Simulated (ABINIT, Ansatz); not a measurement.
# Quasiparticle gap of GaCuSe2 (I-42d) in ABINIT

How does a plane-wave GW calculation on GaCuSe2 (I-42d) run from the first input to the gap?

Main program and level: ABINIT 10.8.3; PBE and many-body steps on it, plane waves.

**The experiments to reproduce.**

- Gap 1.72 eV: thermal gap from intrinsic conductivity perpendicular to c, 380-530 K; temperature-dependent electrical conductivity; bulk crystal (n-type Bridgman-grown single crystal) (“Growth and anisotropy of transport properties of CuGaSe2 single crystals”, 2018, pmc:6251020).

- Gap 1.7 eV: thermal gap from Hall coefficient in intrinsic region, perpendicular to c; temperature-dependent Hall effect; bulk crystal (n-type Bridgman-grown single crystal) (“Growth and anisotropy of transport properties of CuGaSe2 single crystals”, 2018, pmc:6251020).

Report form: the programs' logs are mostly left out.

In doubt: a PseudoDojo file used here is known to give poor structures and forces, which bears on pressures, cells, forces and phonons.

### Step 1. The starting structure

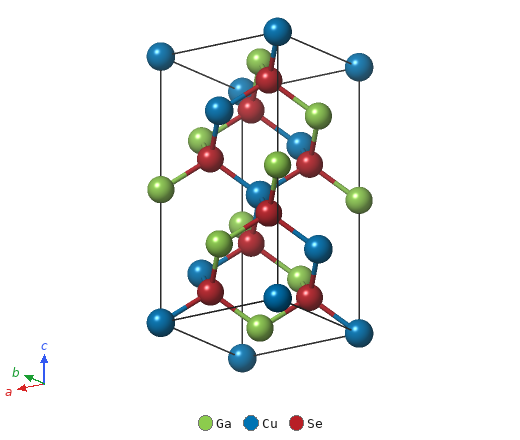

The starting structure, seen from a free direction (gallium green, copper blue, selenium red). This picture shows the conventional cell, with its axes. Bonds to atoms that aren't drawn are left out. Some periodic images of atoms are drawn too.

The cell and positions come from the Crystallography Open Database and are kept as given unless a step says otherwise.

### Step 2. Ground state

This step: ABINIT 10.8.3; DFT, PBE, plane waves, norm-conserving pseudopotentials.

The ground-state density comes first.

run.abi

```
acell 3*1.0 Angstrom
rprim 
  -2.809550000000 2.809550000000 5.513000000000
  2.809550000000 -2.809550000000 5.513000000000
  2.809550000000 2.809550000000 -5.513000000000
ntypat 3
znucl 31 29 34
natom 8
typat 1 1 2 2 3 3 3 3
xred 
  0.500000000000 0.500000000000 0.000000000000
  0.250000000000 0.750000000000 0.500000000000
  0.000000000000 0.000000000000 0.000000000000
  0.750000000000 0.250000000000 0.500000000000
  0.375000000000 0.375620000000 0.500620000000
  0.624380000000 0.125000000000 0.999380000000
  0.875000000000 0.874380000000 0.499380000000
  0.125620000000 0.625000000000 0.000620000000
pp_dirpath "pseudos"
pseudos "Ga.upf, Cu.upf, Se.upf"
ecut 50
ngkpt 4 4 4
nshiftk 1
shiftk 0 0 0
kptopt 1
chksymbreak 0
nband 96
occopt 1
tolvrs 1e-08
nstep 60
prtwf 0
optforces 0
optstress 0
indata_prefix "in"
outdata_prefix "out"
tmpdata_prefix "tmp"
```

Command:

```
$ OMP_NUM_THREADS=1 mpirun -n 13 abinit run.abi > log
```

It took 6.4 min on 13 MPI ranks of Arm Neoverse V1, shared host; peak memory 4.2 GiB.

This step gave:

```yaml
total_energy: -60856.4579 eV
gap: 0.2242 eV
k_of_the_valence_top: 0, 0, 0
k_of_the_conduction_bottom: 0, 0, 0
least_direct_gap: 0.2242 eV
```

The gap is direct, at Γ.

### Step 3. Bands along the symmetry lines

The cheap functional maps the bands first; the places of the edges decide which points the dearer methods must see.

run.abi, as its differences from that of step 2:

```diff
@@ -21,14 +21,45 @@
 ecut 50
-ngkpt 4 4 4
-nshiftk 1
-shiftk 0 0 0
-kptopt 1
-chksymbreak 0
-nband 96
-occopt 1
-tolvrs 1e-08
-nstep 60
+iscf -2
+irdden 1
+kptopt 0
+nkpt 31
+kpt 
+  0.00000000 0.00000000 0.00000000
+  0.00000000 0.00000000 0.16666667
+  0.00000000 0.00000000 0.33333333
+  0.00000000 0.00000000 0.50000000
+  0.08333333 0.08333333 0.41666667
+  0.16666667 0.16666667 0.33333333
+  0.25000000 0.25000000 0.25000000
+  0.16666667 0.33333333 0.16666667
+  0.08333333 0.41666667 0.08333333
+  0.00000000 0.50000000 0.00000000
+  0.00000000 0.33333333 0.00000000
+  0.00000000 0.16666667 0.00000000
+  0.00000000 0.00000000 0.00000000
+  0.16666667 0.16666667 -0.16666667
+  0.33333333 0.33333333 -0.33333333
+  0.50000000 0.50000000 -0.50000000
+  0.43830961 0.56169039 -0.43830961
+  0.37661922 0.62338078 -0.37661922
+  0.31492883 0.68507117 -0.31492883
+  -0.31492883 0.31492883 0.31492883
+  -0.20995255 0.20995255 0.20995255
+  -0.10497628 0.10497628 0.10497628
+  0.00000000 0.00000000 0.00000000
+  -0.00000000 0.00000000 0.50000000
+  -0.04328588 0.04328588 0.50000000
+  -0.08657177 0.08657177 0.50000000
+  -0.12985765 0.12985765 0.50000000
+  0.50000000 0.50000000 -0.12985765
+  0.50000000 0.50000000 -0.25323843
+  0.50000000 0.50000000 -0.37661922
+  0.50000000 0.50000000 -0.50000000
+istwfk *1
+nband 95
+nbdbuf 2
+tolwfr 1e-08
+nstep 40
 prtwf 0
-optforces 0
-optstress 0
+prtvol 0
 indata_prefix "in"
```

Command:

```
$ OMP_NUM_THREADS=1 mpirun -n 16 abinit run.abi > log
```

Run time: 4.1 min. Hardware: 16 MPI ranks; peak memory 3.5 GiB; 66 min of CPU time.

This step gave:

```yaml
gap: 0.2242 eV
k_of_the_valence_top: 0, 0, 0
k_of_the_conduction_bottom: 0, 0, 0
least_direct_gap: 0.2242 eV
```

The gap is 0.224 eV, as in the run before at this level.

Electronic bands along the path, in eV, zero at the top of the highest filled band:

| point | band 85 | band 86 | band 87 | band 88 | band 89 | band 90 | band 91 | band 92 |
| --- | --- | --- | --- | --- | --- | --- | --- | --- |
| Γ | -1.53 | -0.13 | -0.13 | 0.00 | 0.22 | 1.90 | 2.27 | 3.98 |
| X | -0.82 | -0.82 | -0.50 | -0.50 | 1.18 | 1.18 | 3.31 | 3.31 |
| P | -0.85 | -0.85 | -0.68 | -0.68 | 1.62 | 1.62 | 3.04 | 3.04 |
| N | -1.34 | -1.21 | -1.09 | -0.55 | 2.19 | 2.58 | 3.23 | 4.13 |
| Γ | -1.53 | -0.13 | -0.13 | 0.00 | 0.22 | 1.90 | 2.27 | 3.98 |
| M | -1.22 | -1.22 | -0.91 | -0.91 | 1.87 | 1.87 | 1.96 | 1.96 |
| S | -1.41 | -1.19 | -0.74 | -0.56 | 1.97 | 2.41 | 2.51 | 3.45 |
| jump to S0 | -1.41 | -1.19 | -0.74 | -0.56 | 1.97 | 2.41 | 2.51 | 3.45 |
| Γ | -1.53 | -0.13 | -0.13 | 0.00 | 0.22 | 1.90 | 2.27 | 3.98 |
| jump to X | -0.82 | -0.82 | -0.50 | -0.50 | 1.18 | 1.18 | 3.31 | 3.31 |
| R | -0.85 | -0.85 | -0.69 | -0.69 | 1.46 | 1.46 | 3.83 | 3.83 |
| jump to G | -0.85 | -0.85 | -0.69 | -0.69 | 1.46 | 1.46 | 3.83 | 3.83 |
| M | -1.22 | -1.22 | -0.91 | -0.91 | 1.87 | 1.87 | 1.96 | 1.96 |

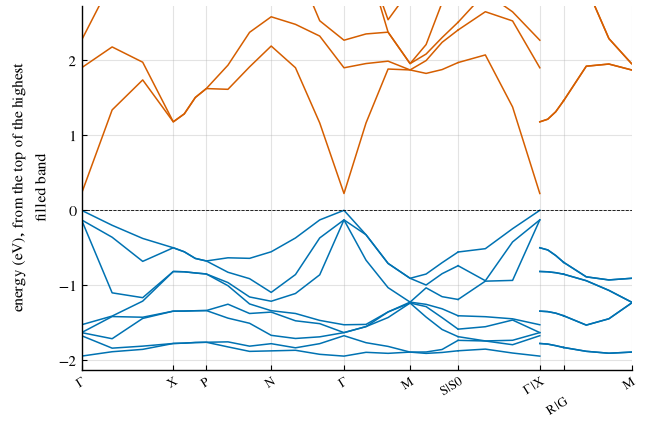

Electronic bands along the path; lines of filled and empty bands in two colours.

### Step 4. Empty states on the mesh, 2×2×2 mesh, 406 bands

The sums over transitions need many empty states on a uniform mesh; this step solves for them.

run.abi

```
acell 3*1.0 Angstrom
rprim 
  -2.809550000000 2.809550000000 5.513000000000
  2.809550000000 -2.809550000000 5.513000000000
  2.809550000000 2.809550000000 -5.513000000000
ntypat 3
znucl 31 29 34
natom 8
typat 1 1 2 2 3 3 3 3
xred 
  0.500000000000 0.500000000000 0.000000000000
  0.250000000000 0.750000000000 0.500000000000
  0.000000000000 0.000000000000 0.000000000000
  0.750000000000 0.250000000000 0.500000000000
  0.375000000000 0.375620000000 0.500620000000
  0.624380000000 0.125000000000 0.999380000000
  0.875000000000 0.874380000000 0.499380000000
  0.125620000000 0.625000000000 0.000620000000
pp_dirpath "pseudos"
pseudos "Ga.upf, Cu.upf, Se.upf"
ecut 50
ngkpt 2 2 2
nshiftk 1
shiftk 0 0 0
kptopt 1
chksymbreak 0
iscf -2
irdden 1
istwfk *1
nband 406
nbdbuf 36
tolwfr 1e-09
nstep 60
prtvol 0
indata_prefix "in"
outdata_prefix "out"
tmpdata_prefix "tmp"
```

Command:

```
$ OMP_NUM_THREADS=4 mpirun -n 4 abinit run.abi > log
```

It took 4.9 min on 4 MPI ranks; peak memory 1.2 GiB.

Numbers from this step:

| Quantity | Value |
| --- | --- |
| gap | 0.2242 eV |
| k of the valence top | 0, 0, 0 |
| k of the conduction bottom | 0, 0, 0 |
| least direct gap | 0.2242 eV |
| k points computed | 4 |
| lowest point of the top converged band, above the valence top | 71.3575 eV |

On this mesh the gap is 0.224 eV.

### Step 5. Screening, 2×2×2 mesh, 203 bands, screening to 114.3 eV

The RPA dielectric matrix is built and inverted for each q.

This step: RPA screening on PBE, plane waves, norm-conserving pseudopotentials.

run.abi, as its differences from that of step 4:

```diff
@@ -26,10 +26,11 @@
 chksymbreak 0
-iscf -2
-irdden 1
 istwfk *1
-nband 406
-nbdbuf 36
-tolwfr 1e-09
-nstep 60
-prtvol 0
+occopt 1
+irdwfk 1
+optdriver 3
+nband 203
+ecuteps 4.2
+inclvkb 2
+awtr 1
+symchi 1
 indata_prefix "in"
@@ -37 +38,2 @@
 tmpdata_prefix "tmp"
+gwmem 10
```

Command:

```
$ OMP_NUM_THREADS=1 mpirun -n 16 abinit run.abi > log
```

Wall time 25 min (16 MPI ranks); peak memory 10 GiB; 6.6 h of CPU time.

This step gave:

```
ε∞ with local fields, on this mesh, along the program's q direction : 338.8
the same without local fields                                       : 373.8
plasma frequency                                                    : 37.34 eV
plane waves in the screening matrix                                 : 461
```

Local fields lower ε∞ by 9 %. The value itself is an artefact of the mesh, where one narrow direct gap carries too much weight.

### Step 6. Self-energy, 2×2×2 mesh, 203 bands, screening to 114.3 eV

The self-energy is evaluated for the states that the input lists, and the levels follow from it, in one-shot runs by the linearised quasiparticle equation.

This step: G0W0 on PBE, plane waves, norm-conserving pseudopotentials.

run.abi, as its differences from that of step 5:

```diff
@@ -29,8 +29,15 @@
 irdwfk 1
-optdriver 3
+optdriver 4
 nband 203
+gwcalctyp 0
+ecutsigx 50
+symsigma 1
+nkptgw 1
+kptgw 
+  0.0000000000 0.0000000000 0.0000000000
+bdgw 
+  86 90
 ecuteps 4.2
-inclvkb 2
-awtr 1
-symchi 1
+irdscr 1
+ppmodel 1
 indata_prefix "in"
@@ -38,2 +45,2 @@
 tmpdata_prefix "tmp"
-gwmem 10
+gwmem 00
```

Wall time 61 s (16 MPI ranks); peak memory 20 GiB.

This step gave:

- G0W0 gap on the points computed: 0.5980 eV
- starting gap on the mesh: 0.2242 eV
- k of the valence top: 0, 0, 0
- k of the conduction bottom: 0, 0, 0
- Z at the valence top: 0.757
- Z at the conduction bottom: 0.813
- least direct G0W0 gap on the computed points: 0.5980 eV

The gap on the mesh goes from 0.22 eV to 0.60 eV, a correction of +0.37 eV.

Limits: finite bands, cutoff and mesh; d shell near the gap, gap tends to lie low; no spin-orbit coupling; coarse k mesh. v1 is the top filled band, c1 the lowest empty one. The levels before and after the correction (eV, zero at the valence-band top of each column):

|  | conduction bottom | valence top |
| --- | --- | --- |
| Kohn-Sham | 0.22 | 0.00 |
| G0W0 | 0.60 | 0.00 |

|  | level | energy (eV) |
| --- | --- | --- |
| Kohn-Sham | Γ v3-v2 | -0.128 |
| Kohn-Sham | Γ v1 | 0.000 |
| Kohn-Sham | Γ c1 | 0.224 |
| Kohn-Sham | Γ c2 | 1.901 |
| G0W0 | Γ v3-v2 | -0.130 |
| G0W0 | Γ v1 | 0.000 |
| G0W0 | Γ c1 | 0.598 |
| G0W0 | Γ c2 | 1.921 |

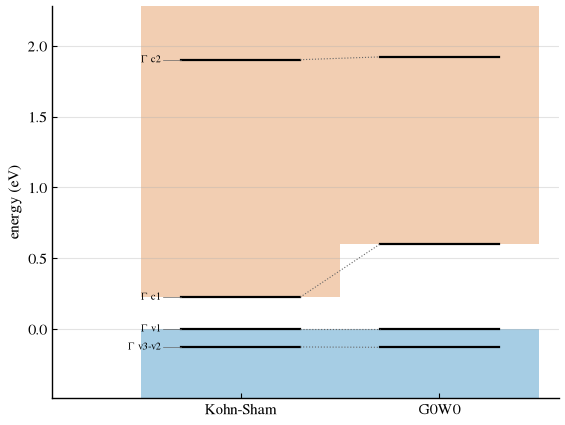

Levels before and after the correction. Shaded: valence and conduction bands.

### Step 7. Where the time went

Times are wall times on the hardware named with each run, good to a factor of about two.

| step | time | share | memory (GiB) |
| --- | --- | --- | --- |
| ground state | 6.4 min | 15 % | 4.2 |
| bands along the symmetry lines | 4.1 min | 10 % | 3.5 |
| empty states on the mesh | 4.9 min | 12 % | 1.2 |
| screening | 25 min | 60 % | 10 |
| self-energy | 61 s | 2 % | 20 |

### Step 8. Results

```
PBE gap              : 0.22 eV, direct
G0W0 gap on the mesh : 0.60 eV
GW settings          : 2×2×2 mesh, 203 bands, screening to 114.3 eV, Godby-Needs plasmon pole
known limits         : not at the basis limit; screening runs away on this mesh; d shell near the gap, gap tends to lie low; no spin-orbit coupling; coarse k mesh
```

G0W0 moves the gap on the mesh from 0.22 eV to 0.60 eV (+0.37 eV), with Z of 0.76 and 0.81 at the edges. Local fields lower the RPA ε∞ on this mesh from 373.77 to 338.82; a Γ-centred mesh this coarse tends to raise both, most where the direct gap is narrow, while a short band sum lowers them. Only 1 of the mesh's irreducible points was corrected, so a valley elsewhere could overtake. The dearest step here is «screening». Against experiment, by G0W0@PBE: the gap of 0.60 eV lies −1.12 eV from the measured 1.72 eV (transport, 2018); the gap of 0.60 eV lies −1.10 eV from the measured 1.7 eV (transport, 2018). The calculation has static nuclei and no excitons; a measured gap holds zero-point and thermal motion, which mostly lowers it. Bands and cutoff are finite, so the gap is not at the basis limit. The miss can reach some tenths of an eV and take either sign; the mesh is an error of its own. In the G0W0 run levels were corrected at 1 k point alone, so a gap called «on the mesh» is the least over those, and an edge elsewhere would be missed. The 2×2×2 mesh is coarse for this cell, which bears on the long-range parts of exchange and screening. On this mesh the RPA ε∞ passes 90, more than nearly any semiconductor shows; a coarse mesh does this where one point with a narrow direct gap carries much weight. The screening is then too strong, and the G0W0 gap should not be taken as the material's. A d shell, filled or nearly so, lies near the gap. One-shot GW converges very slowly in bands there, not always from below, and on a semilocal start the gap tends to come out low; starts rich in exact exchange can overshoot instead. The many-body steps are scalar-relativistic: spin-orbit coupling is not in them.

[Paths, hosts, dates, memory and timing lines, banners, echoed tables and standing remarks are left out of the program output.]

[Logs are printed without paths, hosts, clocks, repeated set-up lines and the standing remarks that a program may print on its own settings, such as how far it seeks lower states.]

[Runs of the session that timed out or met a known fault of the program may be left out.]

[Hosts, paths, dates, database ids (printed as entryN), source tags and the programs' standing remarks are cut or masked in the printed files.]

[G0W0 gaps are taken among the corrected bands and points alone; a level outside them can change the order at an edge.]

[Where Ansatz stands beside ABINIT at settings called matched, ABINIT's density can come from a denser mesh and the files from another edition; pairs whose starting gaps differed by over 0.03 eV were left out, so agreement reads better than it is.]
